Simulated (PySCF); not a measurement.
C₆H₇Al (SMILES [AlH2][C@]12C=C[C@H]1C=C2)

The calculation's input:

```
{"job": {"kind": "nmr", "xc": "PBE0", "basis": "pcSseg-1"}, "charge": 0, "multiplicity": 1}
Al     2.046749    -0.100113    -0.994263
C      0.472284     0.128318     0.193420
C      0.073432    -0.990605     1.147649
C     -1.065829    -1.263738     0.520027
C     -0.916033    -0.184396    -0.515269
C     -1.319969     1.188289    -0.048635
C     -0.175245     1.450930     0.573069
H      3.411211     0.610175    -0.820647
H      1.900265    -1.045745    -2.212416
H      0.548707    -1.352699     2.041686
H     -1.860237    -1.973625     0.663408
H     -1.054395    -0.442874    -1.563170
H     -2.245518     1.716760    -0.190444
H      0.183901     2.258850     1.183421
```

Launched as:

```sh
OMP_NUM_THREADS=1 python probes_run.py task.json out
```

Geometry: GFN2-xTB.

Theory: PBE0/pcSseg-1, SCF density, gas phase, non-relativistic (PySCF).

Predict the electron density and electron localisation function between the atoms.

C–C (1.33 Å): the density is about 2.3 e/Å³ at the midpoint; the ELF peaks at about 0.90 between the atoms: a multiple bond.
C–H (1.07 Å): ρ is about 2 e/Å³ halfway; the ELF climbs to about 1 towards the hydrogen, as it does in any bond to H (an ordinary covalent bond to hydrogen).
C–C (1.52 Å): the density is about 1.6 e/Å³ at the midpoint; the ELF peaks at about 0.95 between the atoms; a covalent bond.

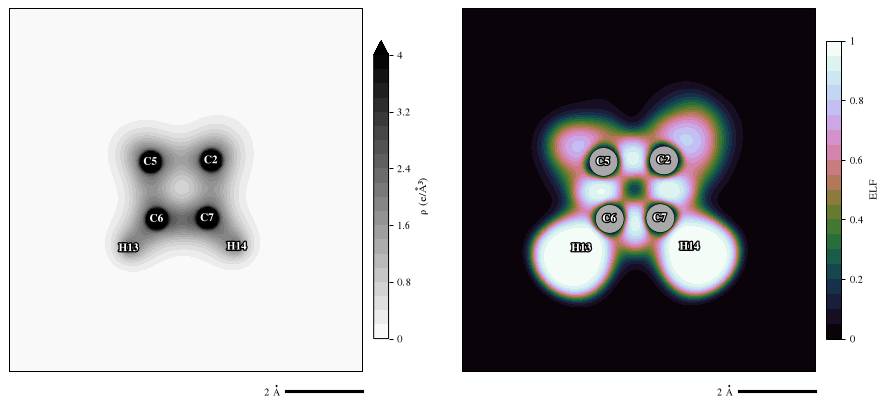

Computed electron density and electron localisation function on the plane of atoms C5, C6 and H13, in this order. Grey discs cover the atomic cores in the ELF map. 
